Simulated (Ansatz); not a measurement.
# Au-Ir stack of (111) layers: lattice stability ahead of a resistivity run

Question: is the lattice of Au-Ir stack of (111) layers stable, and if so, what are its coupling constant and resistivity?

Calculated with Ansatz 0.2.0; DFT PBE, scalar-relativistic, plane waves, PAW; PAW set soft_1.

## Step 1: Set-up

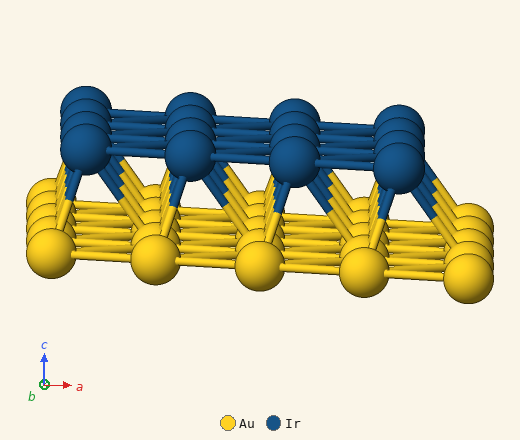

The cell as given, nearly edge on (gold yellow, iridium blue). 4×4×1 cells are drawn. Some periodic images of atoms are drawn too.

The cell holds 2 atoms: 1 Au and 1 Ir. Cell: a = 2.715 Å, b = 2.715 Å, c = 13.217 Å, α = 90.0°, β = 90.0°, γ = 120.0°. Vacuum lies along c.

## Step 2: Rough relaxation

Large forces or a large pressure at the start call for a first relaxation with loose thresholds.

input.yaml reads:

```yaml
crystal:
  lattice:
    - [2.71529, 0.0, 0.0]
    - [-1.35765, 2.35151, 0.0]
    - [0.0, 0.0, 13.21703]
  atoms:
    - { symbol: Au, position: [0.0, 0.0, 0.41612995] }
    - { symbol: Ir, position: [0.33333333, 0.66666667, 0.58387005] }
  periodic: [true, true, false]
kpoints:
  mp_grid: { grid: [9, 9, 1] }
hamiltonian:
  xc: pbe
  pseudopotentials: { kind: paw, azcp: { folder: soft_1 } }
scf:
  occupations: { method: gaussian, width: 0.1 }
output:
  forces: true
  stress: true
  eigenvalues: true
relax:
  adjacent_minimum: "off"
  f_tol: 0.05
  max_steps: 80
  cell: { stress_2d_tol: 0.02 }
```

Command:

```sh
$ ansatz run input.yaml --threads 4 --pin off --max-ram 20480MiB --backend cpu --events-out ev --progress --plain --runs-dir out
```

Numbers of over 12 decimals in the logs are rounded to 6 here.

The log of the run:

```text
Warning: crystal.periodic: the lattice vector that does not repeat stood 0.000° off the slab's normal, 13.217 Å along it as the deck builds it. The run solves the slab on a vector along the normal, 28.234 Å long, with every atom where it was (on the deck's vector they left 11.00 Å outside them, and the widest stretch free of ions among them is 2.22 Å). A fractional position that the run reports is one of the run's ce [...]
The last accepted step is kept in <dir> (removed where the run ends without a failure and the disk answers)
crystal.periodic: the lattice vector that does not repeat stood 0.000° off the slab's normal, 13.217 Å along it as the deck builds it. The run solves the slab on a vector along the normal, 28.234 Å long, with every atom where it was (on the deck's vector they left 11.00 Å outside them, and the widest stretch free of ions among them is 2.22 Å). A fractional position that the run reports is one of the run's cell, which [...]
Engine: ansatz 0.2.0, aarch64-unknown-linux-gnu
Pseudopotentials: kind: paw
Pseudopotential: Au, paw, valence charge 19, recommended cutoff 420 eV (normal), soft_1/Au.paw.azcp
Pseudopotential: Ir, paw, valence charge 17, recommended cutoff 420 eV (normal), soft_1/Ir.paw.azcp
Functional definition: PBE
  parameter kappa = 0.804
  parameter beta = 0.066725
  exchange = pbe_x(kappa = kappa, mu = beta*pi^2/3)
  correlation = pbe_c(beta = beta)
Crystal: 2 atoms, lattice volume = 180.275 Å³
Basis set: ecut = 420 eV, 3545 PW (Γ), exchange–correlation on 40×40×384 points (8 copies of the dense FFT grid, shifted against one another)
Bands: 22, of which v1, the nominal top of the filled ones, is band 18 counted from 1 (17 counted from 0)
Symmetry: 6 space group operations
Space group: P3m1 (ITA 156), of the structure as read, at distance tolerance 5.6e-5 Å
k-points: 12 of 81 (time reversal used)
Non-local potential: Au, projectors of the file, l = 0: 3, l = 1: 2, l = 2: 2, l = 3: 1
Non-local potential: Ir, projectors of the file, l = 0: 3, l = 1: 2, l = 2: 2, l = 3: 1
PAW form: soft (Blöchl's): semilocal exchange-correlation on the pseudo side does not see the compensation charge
PAW one-centre angular grid: Au, 590 points (default); XC on 64 Gauss nodes
PAW one-centre angular grid: Ir, 590 points (default); XC on 64 Gauss nodes
Initial density: superposition of atomic densities (neutral atoms: chi_scale 0, normalization atom)
Initial wavefunctions: pseudopotential atomic-orbital guess
Functional: x = pbe(κ = 0.804, μ = 0.219515), c = pbe(β = 0.066725)
SCF iter   1: F=—  HF=-25087.884449 eV  |F-HF|=—  |Δ(HF+E_count)|=         —  Δρ=6.20e-2  dr2=3.85e1  ethr=3.10e-3  ⟨swp⟩=13.6  Hψ=2273  notcnv=0
preconditioner: auto → LDOS  [metal: Δε(μ)=0.105 eV  Ē_g=7.636 eV  σ=0.100 eV  W_gap=0.48  n_scr=18 (ndim 8)  ℏωp=12.4 eV  f_vac=0.771  D(μ)=4.92/eV (n_scr^D=18)  β→1.0]
SCF iter   2: F=—  HF=-25087.025873 eV  |F-HF|=—  |Δ(HF+E_count)|=   8.59e-1  Δρ=3.82e-2  dr2=1.17e1  ethr=3.10e-3  ⟨swp⟩=3.8  Hψ=799  notcnv=0  defer=2
SCF iter   3: F=—  HF=-25086.411361 eV  |F-HF|=—  |Δ(HF+E_count)|=   6.15e-1  Δρ=2.58e-2  dr2=6.67e0  ethr=3.10e-3  ⟨swp⟩=4.4  Hψ=898  notcnv=0  defer=1
SCF iter   4: F=—  HF=-25086.145223 eV  |F-HF|=—  |Δ(HF+E_count)|=   2.66e-1  Δρ=1.02e-2  dr2=4.74e-1  ethr=3.10e-3  ⟨swp⟩=2.9  Hψ=536  notcnv=0  defer=1
SCF iter   5: F=—  HF=-25086.091220 eV  |F-HF|=—  |Δ(HF+E_count)|=   5.40e-2  Δρ=4.55e-3  dr2=1.29e-1  ethr=1.32e-3  ⟨swp⟩=3.5  Hψ=574  notcnv=0  defer=1
SCF iter   6: F=—  HF=-25086.087059 eV  |F-HF|=—  |Δ(HF+E_count)|=   4.16e-3  Δρ=1.69e-3  dr2=5.47e-3  ethr=3.57e-4  ⟨swp⟩=3.3  Hψ=492  notcnv=0  defer=1
SCF iter   7: F=—  HF=-25086.087274 eV  |F-HF|=—  |Δ(HF+E_count)|=   2.15e-4  Δρ=5.93e-4  dr2=2.17e-3  ethr=1.52e-5  ⟨swp⟩=3.1  Hψ=614  notcnv=0  defer=1
SCF iter   8: F=—  HF=-25086.087178 eV  |F-HF|=—  |Δ(HF+E_count)|=   9.62e-5  Δρ=2.55e-4  dr2=1.25e-4  ethr=6.02e-6  ⟨swp⟩=3.8  Hψ=572  notcnv=0  defer=1
SCF iter   9: F=—  HF=-25086.087156 eV  |F-HF|=—  |Δ(HF+E_count)|=   2.20e-5  Δρ=5.98e-5  dr2=1.14e-5  ethr=3.49e-7  ⟨swp⟩=3.4  Hψ=604  notcnv=0  defer=1
SCF iter  10: F=—  HF=-25086.087150 eV  |F-HF|=—  |Δ(HF+E_count)|=   5.85e-6  Δρ=1.43e-5  dr2=2.64e-6  ethr=3.17e-8  ⟨swp⟩=3.5  Hψ=545  notcnv=0  defer=1
SCF iter  11: F=—  HF=-25086.087150 eV  |F-HF|=—  |Δ(HF+E_count)|=   1.69e-7  Δρ=7.47e-6  dr2=1.80e-7  ethr=7.34e-9  ⟨swp⟩=3.3  Hψ=504  notcnv=0  defer=1
SCF iter  12: F=-25086.087151 eV  HF=-25086.087150 eV  |F-HF|=2.72e-8  |Δ(HF+E_count)|=   8.27e-8  Δρ=2.59e-6  dr2=2.65e-8  ethr=2.78e-10  ⟨swp⟩=16.5  Hψ=1875  notcnv=0
SCF 1 converged in 12 iterations: F = -25086.087151 eV  dr2 = 2.65e-8
  greatest PAW one-centre occupation: 1.000 electrons in one spin orbital (limit 2), on the Au atom at site 0 (counted from 0), in its partial waves of l = 0
relax step   1: F+E_penalty+E_count = -25086.08715052 eV  Δ(F+E_penalty+E_count) = +0.000e0 eV  max|allowed force component| = 1.783e0 eV/Å  Δτ_max = 0.0000 Å  P = +3.674 N/m  Ω = 180.275 Å³  fix = [c, alpha, beta]  reactions: c +0.000 N/m  (12 SCF iters, dr2 threshold 1.00e-7 eV, accepted)
Crystal: 2 atoms, lattice volume = 182.868 Å³
Basis set: ecut = 420 eV, 3593 PW (Γ), exchange–correlation on 40×40×384 points (8 copies of the dense FFT grid, shifted against one another)
Initial density: handed on by an earlier stage of this run
Initial wavefunctions: those handed on with the density
iter 1 solved again at ethr=2.73e-4 eV; its pass at ethr=3.10e-3 eV (dr2=9.84e-2 eV) is discarded
SCF iter   1: F=—  HF=-25086.271427 eV  |F-HF|=—  |Δ(HF+E_count)|=         —  Δρ=1.02e-2  dr2=9.87e-2  ethr=2.73e-4  ⟨swp⟩=2.5  Hψ=2308  notcnv=0
preconditioner: auto → LDOS  [insulator: Δε(μ)=0.143 eV  Ē_g=7.230 eV  σ=0.100 eV  W_gap=0.66  n_scr=18 (ndim 8)  ℏωp=12.3 eV  f_vac=0.760  D(μ)=1.83/eV (n_scr^D=12)  ε∞_Penn≈3.9  β→1.0]
SCF iter   2: F=—  HF=-25086.272177 eV  |F-HF|=—  |Δ(HF+E_count)|=   7.49e-4  Δρ=5.54e-3  dr2=1.59e-1  ethr=2.73e-4  ⟨swp⟩=3.5  Hψ=648  notcnv=0
SCF iter   3: F=—  HF=-25086.247965 eV  |F-HF|=—  |Δ(HF+E_count)|=   2.42e-2  Δρ=1.73e-3  dr2=1.99e-2  ethr=2.73e-4  ⟨swp⟩=3.0  Hψ=639  notcnv=0
SCF iter   4: F=—  HF=-25086.245433 eV  |F-HF|=—  |Δ(HF+E_count)|=   2.53e-3  Δρ=4.45e-4  dr2=7.63e-4  ethr=5.53e-5  ⟨swp⟩=3.2  Hψ=565  notcnv=0
SCF iter   5: F=—  HF=-25086.245418 eV  |F-HF|=—  |Δ(HF+E_count)|=   1.41e-5  Δρ=1.50e-4  dr2=6.93e-5  ethr=2.12e-6  ⟨swp⟩=3.6  Hψ=586  notcnv=0
SCF iter   6: F=—  HF=-25086.245432 eV  |F-HF|=—  |Δ(HF+E_count)|=   1.37e-5  Δρ=4.41e-5  dr2=3.69e-6  ethr=1.93e-7  ⟨swp⟩=3.2  Hψ=574  notcnv=0
[...]
Crystal: 2 atoms, lattice volume = 178.476 Å³
Basis set: ecut = 420 eV, 3533 PW (Γ), exchange–correlation on 40×40×384 points (8 copies of the dense FFT grid, shifted against one another)
iter 1 solved again at ethr=3.38e-5 eV; its pass at ethr=3.10e-3 eV (dr2=1.22e-2 eV) is discarded
SCF iter   1: F=—  HF=-25086.292526 eV  |F-HF|=—  |Δ(HF+E_count)|=         —  Δρ=1.46e-3  dr2=1.04e-2  ethr=3.38e-5  ⟨swp⟩=4.5  Hψ=2164  notcnv=0
preconditioner: auto → LDOS  [insulator: Δε(μ)=0.154 eV  Ē_g=7.426 eV  σ=0.100 eV  W_gap=0.67  n_scr=18 (ndim 8)  ℏωp=12.4 eV  f_vac=0.762  D(μ)=1.90/eV (n_scr^D=12)  ε∞_Penn≈3.8  β→1.0]
SCF iter   2: F=—  HF=-25086.292291 eV  |F-HF|=—  |Δ(HF+E_count)|=   2.35e-4  Δρ=1.08e-3  dr2=5.20e-3  ethr=2.90e-5  ⟨swp⟩=3.1  Hψ=521  notcnv=0
SCF iter   3: F=—  HF=-25086.291331 eV  |F-HF|=—  |Δ(HF+E_count)|=   9.60e-4  Δρ=2.80e-4  dr2=6.87e-4  ethr=1.45e-5  ⟨swp⟩=2.7  Hψ=471  notcnv=0
SCF iter   4: F=—  HF=-25086.291250 eV  |F-HF|=—  |Δ(HF+E_count)|=   8.10e-5  Δρ=6.52e-5  dr2=5.18e-6  ethr=1.91e-6  ⟨swp⟩=3.2  Hψ=495  notcnv=0
SCF iter   5: F=—  HF=-25086.291227 eV  |F-HF|=—  |Δ(HF+E_count)|=   2.23e-5  Δρ=2.43e-5  dr2=2.88e-6  ethr=1.44e-8  ⟨swp⟩=4.0  Hψ=696  notcnv=0
SCF iter   6: F=-25086.291231 eV  HF=-25086.291230 eV  |F-HF|=8.30e-7  |Δ(HF+E_count)|=   2.64e-6  Δρ=9.04e-6  dr2=1.69e-7  ethr=5.56e-10  ⟨swp⟩=12.4  Hψ=2073  notcnv=0
SCF 3 converged in 6 iterations: F = -25086.291231 eV  dr2 = 1.69e-7
relax step   3: F+E_penalty+E_count = -25086.29123084 eV  Δ(F+E_penalty+E_count) = -4.579e-2 eV  max|allowed force component| = 1.574e-1 eV/Å  Δτ_max = 0.0187 Å  P = -1.489 N/m  Ω = 178.476 Å³  energy of the carried Pulay correction = +1.712e-4 eV  fix = [c, alpha, beta]  reactions: c -0.000 N/m  (6 SCF iters, dr2 threshold 2.00e-7 eV, accepted)
[...]
relax step   4: F+E_penalty+E_count = -25086.29619199 eV  Δ(F+E_penalty+E_count) = -4.961e-3 eV  max|allowed force component| = 1.663e-2 eV/Å  Δτ_max = 0.0170 Å  P = +0.363 N/m  Ω = 177.060 Å³  energy of the carried Pulay correction = +3.079e-4 eV  fix = [c, alpha, beta]  reactions: c +0.000 N/m  (6 SCF iters, dr2 threshold 2.00e-7 eV, accepted)
[...]
relax step   5: F+E_penalty+E_count = -25086.29640491 eV  Δ(F+E_penalty+E_count) = -2.129e-4 eV  max|allowed force component| = 9.388e-3 eV/Å  Δτ_max = 0.0028 Å  P = +0.109 N/m  Ω = 177.391 Å³  energy of the carried Pulay correction = +2.758e-4 eV  fix = [c, alpha, beta]  reactions: c +0.000 N/m  (4 SCF iters, dr2 threshold 2.00e-7 eV, accepted)
[...]
relax step   6: F+E_penalty+E_count = -25086.29643166 eV  Δ(F+E_penalty+E_count) = -2.675e-5 eV  max|allowed force component| = 8.201e-4 eV/Å  Δτ_max = 0.0022 Å  P = -0.001 N/m  Ω = 177.566 Å³  energy of the carried Pulay correction = +2.589e-4 eV  fix = [c, alpha, beta]  reactions: c -0.000 N/m  (6 SCF iters, dr2 threshold 2.00e-8 eV, accepted)
Initial wavefunctions: pseudopotential atomic-orbital guess (no wavefunctions were taken with the density)
iter 1 solved again at ethr=5.12e-7 eV; its pass at ethr=3.10e-3 eV (dr2=1.84e-4 eV) is discarded
SCF iter   1: F=—  HF=-25086.296188 eV  |F-HF|=—  |Δ(HF+E_count)|=         —  Δρ=1.92e-5  dr2=1.17e-7  ethr=5.12e-7  ⟨swp⟩=6.2  Hψ=3441  notcnv=0
eigensolver tolerance schedule: the retry pair's looser diagonalisation over-reported the residual by 1575.83 of it (diagonalisation noise at 0.35 of the residual, at the tolerance the schedule requests for it); recorded, not acted on — ethr = c·dr2/N_el stays at c = 1.0e-1
preconditioner: auto → LDOS  [insulator: Δε(μ)=0.161 eV  Ē_g=7.534 eV  σ=0.100 eV  W_gap=0.68  n_scr=18 (ndim 8)  ℏωp=12.5 eV  f_vac=0.764  D(μ)=1.89/eV (n_scr^D=12)  ε∞_Penn≈3.7  β→1.0]
SCF iter   2: F=—  HF=-25086.296192 eV  |F-HF|=—  |Δ(HF+E_count)|=   3.48e-6  Δρ=5.13e-6  dr2=4.15e-8  ethr=3.25e-10  ⟨swp⟩=5.9  Hψ=985  notcnv=0
SCF iter   3: F=—  HF=-25086.296192 eV  |F-HF|=—  |Δ(HF+E_count)|=   1.98e-8  Δρ=2.15e-6  dr2=2.18e-8  ethr=1.15e-10  ⟨swp⟩=3.0  Hψ=607  notcnv=0
SCF iter   4: F=—  HF=-25086.296192 eV  |F-HF|=—  |Δ(HF+E_count)|=   1.45e-8  Δρ=8.02e-7  dr2=1.05e-9  ethr=6.05e-11  ⟨swp⟩=2.9  Hψ=454  notcnv=0
SCF iter   5: F=—  HF=-25086.296192 eV  |F-HF|=—  |Δ(HF+E_count)|=   1.65e-9  Δρ=1.59e-7  dr2=1.11e-10  ethr=2.92e-12  ⟨swp⟩=3.4  Hψ=628  notcnv=0
SCF iter   6: F=—  HF=-25086.296192 eV  |F-HF|=—  |Δ(HF+E_count)|=  8.69e-10  Δρ=5.88e-8  dr2=8.46e-12  ethr=1.00e-12  ⟨swp⟩=2.8  Hψ=434  notcnv=0
SCF iter   7: F=-25086.296192 eV  HF=-25086.296192 eV  |F-HF|=1.38e-10  |Δ(HF+E_count)|=  3.57e-10  Δρ=1.90e-8  dr2=8.82e-13  ethr=1.00e-12  ⟨swp⟩=16.1  Hψ=2073  notcnv=0
SCF 7 converged in 7 iterations: F = -25086.296192 eV  dr2 = 8.82e-13
relax step   7: F+E_penalty+E_count = -25086.29619188 eV  Δ(F+E_penalty+E_count) = +2.398e-4 eV  max|allowed force component| = 7.890e-4 eV/Å  Δτ_max = 0.0000 Å  P = -0.001 N/m  Ω = 177.566 Å³  fix = [c, alpha, beta]  reactions: c -0.000 N/m  stress off target by 7.14e-4 N/m on what of the cell is left free  SCF on the basis re-selected at this cell (its energy is not comparable with the rows above)  (7 SCF iters)
basis re-selected at this cell: Δ(F+E_penalty+E_count) = +2.398e-4 eV, ΔP = +0.001 N/m vs the last step (what re-selecting the basis moved, of the pressure what is left beyond the Pulay correction that the steps carried, after the strain that the cell walked since its last selection, with what the two solves' SCF thresholds leave and, on support functions, any second-order correction that the steps lacked; it is no m [...]
SCF converged after 7 iterations
Free energy (F): -25086.296192 eV
Harris-Foulkes:  -25086.296192 eV  (|F-HF|=1.38e-10)
Internal energy: -25086.286747 eV  (E = F + TS)
E sigma→0 (E₀):  -25086.291469 eV
Entropy (-TS):   -0.009445 eV (-4.723 meV/atom)
Fermi energy:    -5.746709 eV
--- Per-component energies (eV) ---
  E_band       = -1297.039146
  E_kinetic    = 1115.840873
  E_local      = -106106.442557  (includes V_loc(G=0)·N_el)
  E_nonlocal   = 288.551414
  E_hartree    = 52298.660612
  E_xc         = -443.438784
  E_vxc        = -515.203361  (∫ρ·V_xc dr)
  E_paw        = -18996.937171  (= ΣΔE_a)
  E_vpaw       = -677.108802  (= ΣTr[D̂ρ^β])
  E_aug_tail   = 0.001951  (compensation charges beyond the density's cutoff)
  E_ewald      = 46757.476913
  E_smearing   = -0.009445  (= −TS)
  E_closure    = -0.000000  (closes the sum)
  Σ components = -25086.296192   (vs F -25086.296192, Δ=0.00e0)
--- Forces (eV/Å), atoms counted from 1 ---
  atom   1  Au     0.00000000    -0.00000000     0.00078940
  atom   2  Ir    -0.00000000     0.00000000    -0.00078869
  max |Σ_I F_I| component: 7.13e-7 eV/Å
--- 2D stress c σ (N/m, compression-positive) ---
       -0.000714       0.000000      -0.000000
       -0.000000      -0.000714       0.000000
       -0.000000       0.000000      -0.000000
  P = ½ c Tr σ = -0.0007 N/m
--- Band table (eV; the first three rows and the last of 12) ---
  k-point 0: bands = [... 14 lower, -8.3212, -7.5777, -7.5777, -7.4191, -5.2301, -5.1451, -5.1451, -0.5287]
  k-point 1: bands = [... 14 lower, -8.2534, -8.0437, -7.5435, -7.0158, -6.1543, -5.2358, -3.6928, -0.2139]
  k-point 2: bands = [... 14 lower, -8.5462, -8.0321, -7.4910, -6.6506, -5.8714, -5.4583, -1.9415, 0.7055]
  k-point 11: bands = [... 14 lower, -8.3583, -7.6765, -7.1713, -5.8783, -0.4797, 0.4107, 1.5504, 2.4864]
--- Relaxed structure (6 steps of the walk, 6 accepted, 1 SCFs on fresh bases) ---
  F+E_penalty+E_count = -25086.29619188 eV   max|allowed force component| = 7.890e-4 eV/Å   (the final SCF, on the basis selected at the relaxed cell)
  cell:  # Å, volume = 177.5658 Å³
    - [2.694808, 2.864975680254417e-6, 0]
    - [-1.347406, 2.333770, 0]
    - [0, 0, 28.234052]
  atoms:
    - { symbol: Au, position: [-1.489968651102403e-17, -2.4151545118498714e-17, 0.189393] }
    - { symbol: Ir, position: [0.333333, 0.666667, 0.278731] }
```

Wall time 14 s (4 threads of Arm Neoverse V1, shared host); peak memory 0.46 GiB; 51 s of CPU time.

Step by step:

| step | energy less that of the first step (eV) | largest force component (eV/Å) | volume (Å³) |
| --- | --- | --- | --- |
| 1 | 0.0000 | 1.7831 | 180.28 |
| 2 | -0.1583 | 0.3584 | 182.87 |
| 3 | -0.2041 | 0.1574 | 178.48 |
| 4 | -0.2090 | 0.0166 | 177.06 |
| 5 | -0.2093 | 0.0094 | 177.39 |
| 6 | -0.2093 | 0.0008 | 177.57 |
| 7* | -0.2090 | 0.0008 | 177.57 |

Relaxation steps marked * repeat the geometry before them on a plane-wave basis chosen anew for their cell, so energy and pressure can jump there.

Forces are held to the 6 operations that the run works with; a distortion that breaks them can't arise in this run.

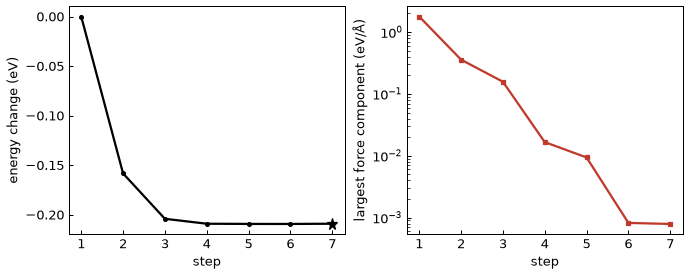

Energy and largest force along the relaxation. Stars mark steps on a basis chosen anew.

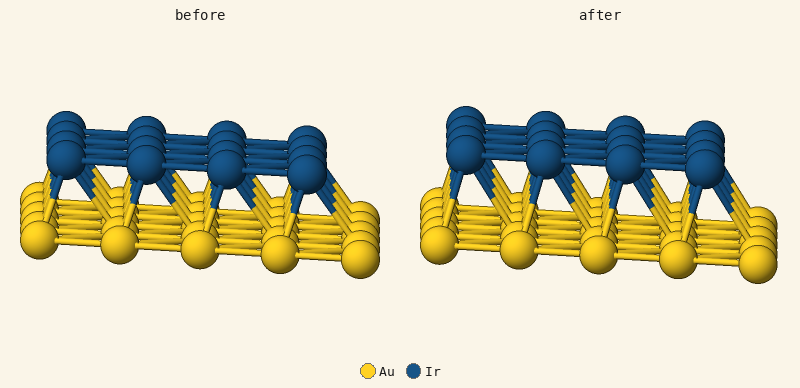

Before and after, at one scale.

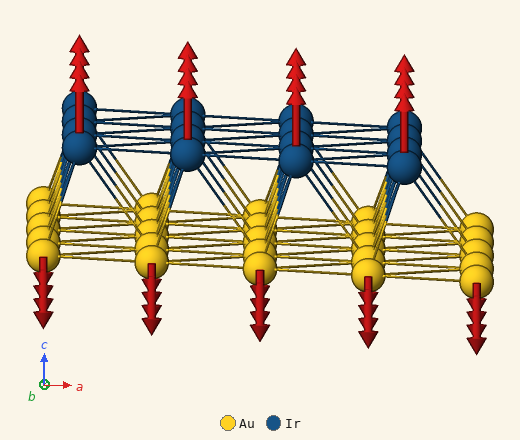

Displacements in the relaxation, exaggerated, measured against the changing cell; the longest in the cell stands for 0.15 Å. 4×4×1 cells are drawn. Some periodic images of atoms are drawn too.

| cell as run | before | after | change |
| --- | --- | --- | --- |
| a (Å) | 2.715 | 2.695 | -0.8 % |
| b (Å) | 2.715 | 2.695 | -0.8 % |

The atoms that moved most (Å, along periodic axes as changes of fractional coordinates times the final cell, across vacuum about the mean position):

| atom | dx | dy | dz | length |
| --- | --- | --- | --- | --- |
| Au1 | 0.000 | 0.000 | -0.153 | 0.153 |
| Ir2 | 0.000 | 0.000 | 0.153 | 0.153 |

Final coordinates:

```
Au Ir
1.0
     2.69481    0.00000    0.00000
    -1.34741    2.33377    0.00000
     0.00000    0.00000   28.23405
Au Ir
1 1
Direct
  0.00000 0.00000 0.18939
  0.33333 0.66667 0.27873
```

This step gave:

| Quantity | Value |
| --- | --- |
| metallic on mesh | yes |
| gap on the k-mesh | 0 eV |

The relaxation ends with a largest force component of 7.9e-4 eV/Å.

[end of part 1 of 3]

[Logs are printed without paths, hosts, clocks, repeated set-up lines and the standing remarks that a program may print on its own settings, such as how far it seeks lower states.]

[Hosts, paths, dates, database ids (printed as entryN), source tags and the programs' standing remarks are cut or masked in the printed files.]
